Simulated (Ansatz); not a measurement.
# C₂H₆OSn: nudged elastic band (part 1 of 2)

System: C₂H₆OSn, SMILES [CH3][SnH2][CH]=O.
Method: RKS LDA/def2-mTZVP (Ansatz 0.2.0).

It belongs to a series of runs on one base structure; here: band between the two ends.

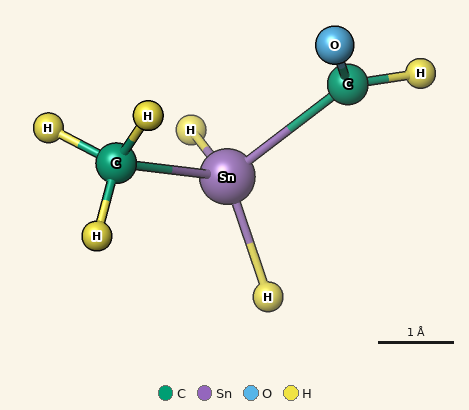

Figure 1. The structure as given in the input (ball-and-stick view, seen at a tilt). Sticks mark near contacts.

## Key numbers

```json
{"quantity": "outcome", "value": "converged"}
{"quantity": "barrier, forward", "value": "0.061 eV"}
{"quantity": "barrier, backward", "value": "0.012 eV"}
{"quantity": "hardware", "value": "2 threads of AMD EPYC (Zen 5), 128 GiB of memory available, shared host"}
{"quantity": "wall time", "value": "2.2 min (CPU time 4 min)"}
{"quantity": "peak memory", "value": "0.23 GiB"}
```

The order of the saddle point was not checked.

## Input file
```yaml
crystal:
  periodic: [false, false, false]
  atoms:
    - { symbol: C, position_ang: [0.43369, 1.476913, 0.303856] }
    - { symbol: Sn, position_ang: [-0.753428, -0.080229, -0.517625] }
    - { symbol: C, position_ang: [0.32638, -1.865527, 0.197803] }
    - { symbol: O, position_ang: [1.310814, -1.714244, 0.877609] }
    - { symbol: H, position_ang: [-0.148782, 2.107365, 0.988718] }
    - { symbol: H, position_ang: [1.24547, 0.985817, 0.864789] }
    - { symbol: H, position_ang: [0.869523, 2.106388, -0.48338] }
    - { symbol: H, position_ang: [-2.371242, -0.091581, 0.067011] }
    - { symbol: H, position_ang: [-0.808276, -0.069404, -2.236981] }
    - { symbol: H, position_ang: [-0.021049, -2.906699, -0.059] }
basis:
  gaussian: { orbitals: def2-mTZVP }
hamiltonian:
  xc: lda
neb:
  order_check: false
  images: 7
  f_tol: 0.03
  max_iterations: 60
  final_atoms:
    - { symbol: C, position_ang: [0.35425939, 1.55638287, 0.40865727] }
    - { symbol: Sn, position_ang: [-0.67899747, -0.10665163, -0.44527857] }
    - { symbol: C, position_ang: [0.4107217, -1.96939402, 0.01744427] }
    - { symbol: O, position_ang: [0.96128449, -2.62507321, -0.82893354] }
    - { symbol: H, position_ang: [-0.18693449, 2.48678134, 0.18654722] }
    - { symbol: H, position_ang: [0.42542084, 1.44498913, 1.49987844] }
    - { symbol: H, position_ang: [1.36839777, 1.62870483, -0.00814028] }
    - { symbol: H, position_ang: [-2.26212283, -0.19324561, 0.22856486] }
    - { symbol: H, position_ang: [-0.76596533, 0.02577907, -2.15338519] }
    - { symbol: H, position_ang: [0.45703593, -2.29947378, 1.09744552] }
  initial_path:
    images:
      - { positions_ang: [[0.43369, 1.476913, 0.303856], [-0.753428, -0.080229, -0.517625], [0.32638, -1.865527, 0.197803], [1.310814, -1.714244, 0.877609], [-0.148782, 2.107365, 0.988718], [1.24547, 0.985817, 0.864789], [0.869523, 2.106388, -0.48338], [-2.371242, -0.091581, 0.067011], [-0.808276, -0.069404, -2.236981], [-0.021049, -2.906699, -0.059]] }
      - { positions_ang: [[0.4451951, 1.48725199, 0.29643532], [-0.74484596, -0.09812743, -0.47076301], [0.34171734, -1.87449005, 0.14993552], [0.93851923, -2.0279072, 0.75339218], [-0.15121504, 2.19964878, 0.75768103], [1.10372458, 1.11475206, 0.98332467], [1.0006433, 1.98094735, -0.44434593], [-2.31683991, -0.11749874, 0.20089902], [-0.88092202, -0.05602585, -2.17530848], [0.34712338, -2.65975192, -0.04845032]] }
      - { positions_ang: [[0.4567002, 1.49759099, 0.28901465], [-0.73626391, -0.11602586, -0.42390102], [0.35705468, -1.88345309, 0.10206803], [0.56622445, -2.34157039, 0.62917537], [-0.15364808, 2.29193257, 0.52664406], [0.96197916, 1.24368711, 1.10186035], [1.1317636, 1.8555067, -0.40531187], [-2.26243783, -0.14341648, 0.33478704], [-0.95356804, -0.04264769, -2.11363596], [0.71529576, -2.41280484, -0.03790064]] }
      - { positions_ang: [[0.4682053, 1.50792998, 0.28159397], [-0.72768187, -0.13392429, -0.37703903], [0.37239201, -1.89241614, 0.05420055], [0.19392968, -2.65523359, 0.50495855], [-0.15608111, 2.38421635, 0.29560709], [0.82023374, 1.37262217, 1.22039602], [1.2628839, 1.73006605, -0.3662778], [-2.20803574, -0.16933423, 0.46867506], [-1.02621406, -0.02926954, -2.05196345], [1.08346814, -2.16585776, -0.02735095]] }
      - { positions_ang: [[0.4797104, 1.51826897, 0.27417329], [-0.71909983, -0.15182272, -0.33017704], [0.38772935, -1.90137918, 0.00633306], [-0.17836509, -2.96889679, 0.38074173], [-0.15851415, 2.47650013, 0.06457012], [0.67848832, 1.50155723, 1.3389317], [1.3940042, 1.60462539, -0.32724374], [-2.15363365, -0.19525197, 0.60256308], [-1.09886008, -0.01589138, -1.99029093], [1.45164053, -1.91891069, -0.01680127]] }
      - { positions_ang: [[0.44834764, 1.52779745, 0.30779429], [-0.70907424, -0.14052995, -0.35895242], [0.39347744, -1.91838289, 0.00911086], [0.1065473, -2.88294089, 0.07832291], [-0.16561924, 2.47907043, 0.09506439], [0.61522145, 1.4874152, 1.37916838], [1.3876026, 1.61064525, -0.24746787], [-2.18075595, -0.19475038, 0.50906352], [-1.01563639, -0.00547377, -2.03106449], [1.20298938, -2.01405146, 0.26176043]] }
      - { positions_ang: [[0.41698489, 1.53732592, 0.34141528], [-0.69904865, -0.12923717, -0.38772781], [0.39922552, -1.9353866, 0.01188867], [0.3914597, -2.796985, -0.2240959], [-0.17272432, 2.48164073, 0.12555867], [0.55195458, 1.47327318, 1.41940507], [1.38120099, 1.61666511, -0.16769201], [-2.20787824, -0.19424879, 0.41556397], [-0.9324127, 0.00494385, -2.07183806], [0.95433823, -2.10919223, 0.54032212]] }
      - { positions_ang: [[0.38562214, 1.54685439, 0.37503628], [-0.68902306, -0.1179444, -0.41650319], [0.40497361, -1.95239031, 0.01466647], [0.67637209, -2.7110291, -0.52651472], [-0.1798294, 2.48421104, 0.15605294], [0.48868771, 1.45913115, 1.45964175], [1.37479938, 1.62268497, -0.08791614], [-2.23500054, -0.1937472, 0.32206441], [-0.84918901, 0.01536146, -2.11261162], [0.70568708, -2.204333, 0.81888382]] }
      - { positions_ang: [[0.35425939, 1.55638287, 0.40865727], [-0.67899747, -0.10665163, -0.44527857], [0.4107217, -1.96939402, 0.01744427], [0.96128449, -2.62507321, -0.82893354], [-0.18693449, 2.48678134, 0.18654722], [0.42542084, 1.44498913, 1.49987844], [1.36839777, 1.62870483, -0.00814028], [-2.26212283, -0.19324561, 0.22856486], [-0.76596533, 0.02577907, -2.15338519], [0.45703593, -2.29947378, 1.09744552]] }
```

Run as:
```bash
ansatz run input.yaml --threads 2 --pin off --max-ram 3072MiB --backend cpu --events-out ev --progress --plain --runs-dir out
```

## The program's output
```
Engine: ansatz 0.2.0, x86_64-unknown-linux-gnu
Functional definition: SPW92
  exchange = slater_x
  correlation = pw_c
1161 factors; their error is unknown
mean field evaluation 1: about -9991.6218 eV, gradient 8.1e1 eV
mean field evaluation 2: about -9934.7014 eV, gradient 1.6e2 eV
mean field evaluation 4: about -10005.1380 eV, gradient 1.8e1 eV
mean field evaluation 8: about -10005.8009 eV, gradient 1.7e-1 eV
mean field evaluation 16: about -10005.7637 eV, gradient 2.7e-3 eV
mean field -10005.76374326 eV, -367.7050354145 hartree, gradient 4.7e-5 eV, S^2 0.000000; 0 other end points of the search recorded, 0 dependent functions left out
the calculation of the forces begins
reference -10005.76379223 eV, -367.7050372141 hartree; 24, 24 occupied and 92, 92 virtual orbitals, 1161 factors
1161 factors; their error is unknown
mean field evaluation 32: about -10005.7141 eV, gradient 2.7e-2 eV
mean field -10005.71411951 eV, -367.7032117753 hartree, gradient 2.2e-5 eV, S^2 0.000000; 0 other end points of the search recorded, 0 dependent functions left out
[... from here on the field's lines of each further geometry are left out, up to the last ...]
NEB iter   1: max|band force component| = 2.210e2 eV/Å  barrier→ = 56.0356 eV  barrier← = 55.9860 eV  Δτ_max = 0.2000 Å  (280 SCF iters)
NEB iter   2: max|band force component| = 6.271e1 eV/Å  barrier→ = 17.2382 eV  barrier← = 17.1885 eV  Δτ_max = 0.2000 Å  (254 SCF iters)
NEB iter   3: max|band force component| = 3.806e1 eV/Å  barrier→ = 9.9021 eV  barrier← = 9.8525 eV  Δτ_max = 0.1973 Å  (254 SCF iters)
NEB iter   4: max|band force component| = 1.785e1 eV/Å  barrier→ = 5.2892 eV  barrier← = 5.2396 eV  Δτ_max = 0.2000 Å  (258 SCF iters)
NEB iter   5: max|band force component| = 9.639e0 eV/Å  barrier→ = 3.8017 eV  barrier← = 3.7521 eV  Δτ_max = 0.1987 Å  (253 SCF iters)
NEB iter   6: max|band force component| = 4.704e0 eV/Å  barrier→ = 3.1088 eV  barrier← = 3.0591 eV  Δτ_max = 0.1911 Å  (239 SCF iters)
NEB iter   7: max|band force component| = 5.169e0 eV/Å  barrier→ = 2.6050 eV  barrier← = 2.5554 eV  Δτ_max = 0.1019 Å  (226 SCF iters)
NEB iter   8: max|band force component| = 3.827e0 eV/Å  barrier→ = 2.0829 eV  barrier← = 2.0333 eV  Δτ_max = 0.0965 Å  (222 SCF iters)
NEB iter   9: max|band force component| = 3.913e0 eV/Å  barrier→ = 1.2428 eV  barrier← = 1.1932 eV  Δτ_max = 0.0504 Å  (221 SCF iters)
NEB iter  10: max|band force component| = 3.425e0 eV/Å  barrier→ = 0.9774 eV  barrier← = 0.9278 eV  Δτ_max = 0.0996 Å  (220 SCF iters)
NEB iter  11: max|band force component| = 1.924e0 eV/Å  barrier→ = 0.4751 eV  barrier← = 0.4255 eV  Δτ_max = 0.2000 Å  (221 SCF iters)
NEB iter  12: max|band force component| = 3.061e0 eV/Å  barrier→ = 0.4025 eV  barrier← = 0.3529 eV  Δτ_max = 0.1012 Å  (220 SCF iters)
NEB iter  13: max|band force component| = 7.348e-1 eV/Å  barrier→ = 0.0998 eV  barrier← = 0.0502 eV  Δτ_max = 0.1295 Å  (225 SCF iters)
NEB iter  14: max|band force component| = 5.389e-1 eV/Å  barrier→ = 0.0845 eV  barrier← = 0.0349 eV  Δτ_max = 0.0926 Å  (213 SCF iters)
NEB iter  15: max|band force component| = 5.895e-1 eV/Å  barrier→ = 0.0684 eV  barrier← = 0.0188 eV  Δτ_max = 0.0303 Å  (219 SCF iters)
NEB iter  16: max|band force component| = 1.092e-1 eV/Å  barrier→ = 0.0671 eV  barrier← = 0.0175 eV  CI = image 3  Δτ_max = 0.0466 Å  (224 SCF iters)
NEB iter  17: max|band force component| = 1.892e-1 eV/Å  barrier→ = 0.0670 eV  barrier← = 0.0174 eV  CI = image 3  Δτ_max = 0.0233 Å  (221 SCF iters)
NEB iter  18: max|band force component| = 1.045e-1 eV/Å  barrier→ = 0.0667 eV  barrier← = 0.0171 eV  CI = image 3  Δτ_max = 0.0232 Å  (223 SCF iters)
NEB iter  19: max|band force component| = 7.798e-2 eV/Å  barrier→ = 0.0662 eV  barrier← = 0.0166 eV  CI = image 3  Δτ_max = 0.0233 Å  (224 SCF iters)
NEB iter  20: max|band force component| = 7.244e-2 eV/Å  barrier→ = 0.0656 eV  barrier← = 0.0160 eV  CI = image 3  Δτ_max = 0.0233 Å  (223 SCF iters)
NEB iter  21: max|band force component| = 6.961e-2 eV/Å  barrier→ = 0.0652 eV  barrier← = 0.0155 eV  CI = image 3  Δτ_max = 0.0232 Å  (222 SCF iters)
NEB iter  22: max|band force component| = 7.504e-2 eV/Å  barrier→ = 0.0649 eV  barrier← = 0.0153 eV  CI = image 3  Δτ_max = 0.0116 Å  (226 SCF iters)
NEB iter  23: max|band force component| = 7.666e-2 eV/Å  barrier→ = 0.0644 eV  barrier← = 0.0148 eV  CI = image 3  Δτ_max = 0.0058 Å  (228 SCF iters)
NEB iter  24: max|band force component| = 6.094e-2 eV/Å  barrier→ = 0.0642 eV  barrier← = 0.0146 eV  CI = image 3  Δτ_max = 0.0058 Å  (231 SCF iters)
NEB iter  25: max|band force component| = 5.792e-2 eV/Å  barrier→ = 0.0640 eV  barrier← = 0.0144 eV  CI = image 3  Δτ_max = 0.0058 Å  (229 SCF iters)
NEB iter  26: max|band force component| = 5.705e-2 eV/Å  barrier→ = 0.0638 eV  barrier← = 0.0141 eV  CI = image 3  Δτ_max = 0.0029 Å  (231 SCF iters)
NEB iter  27: max|band force component| = 5.572e-2 eV/Å  barrier→ = 0.0636 eV  barrier← = 0.0140 eV  CI = image 3  Δτ_max = 0.0058 Å  (236 SCF iters)
NEB iter  28: max|band force component| = 5.327e-2 eV/Å  barrier→ = 0.0634 eV  barrier← = 0.0138 eV  CI = image 3  Δτ_max = 0.0116 Å  (230 SCF iters)
NEB iter  29: max|band force component| = 4.553e-2 eV/Å  barrier→ = 0.0629 eV  barrier← = 0.0133 eV  CI = image 3  Δτ_max = 0.0116 Å  (227 SCF iters)
NEB iter  30: max|band force component| = 5.505e-2 eV/Å  barrier→ = 0.0624 eV  barrier← = 0.0128 eV  CI = image 3  Δτ_max = 0.0058 Å  (229 SCF iters)
NEB iter  31: max|band force component| = 4.941e-2 eV/Å  barrier→ = 0.0622 eV  barrier← = 0.0125 eV  CI = image 3  Δτ_max = 0.0058 Å  (229 SCF iters)
NEB iter  32: max|band force component| = 4.512e-2 eV/Å  barrier→ = 0.0620 eV  barrier← = 0.0123 eV  CI = image 3  Δτ_max = 0.0058 Å  (231 SCF iters)
NEB iter  33: max|band force component| = 3.624e-2 eV/Å  barrier→ = 0.0617 eV  barrier← = 0.0121 eV  CI = image 3  Δτ_max = 0.0058 Å  (229 SCF iters)
```
